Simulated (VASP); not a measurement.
Band structure of AgCl (rock salt). Method: r2SCAN meta-GGA, VASP's PBE PAW potentials (set 64) (plane waves; VASP).

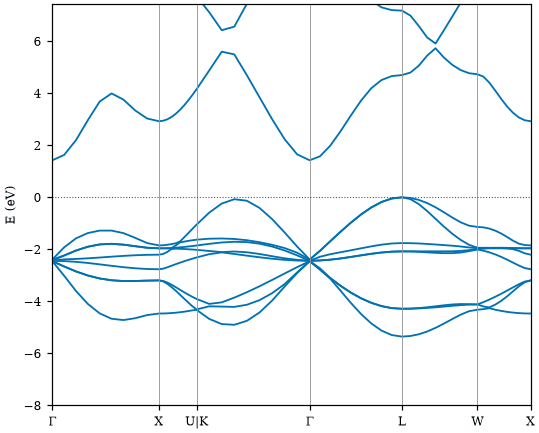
Figure: Bands along high-symmetry lines, zero at the valence-band maximum or, without a gap, the Fermi level

### Question
Read the plot: is there a gap, and where are the band edges?

### Answer
The gap is indirect, 1.42 eV, from the valence maximum at L to the conduction minimum at Γ.

The compound is AgCl in the rock salt structure. It was relaxed first.
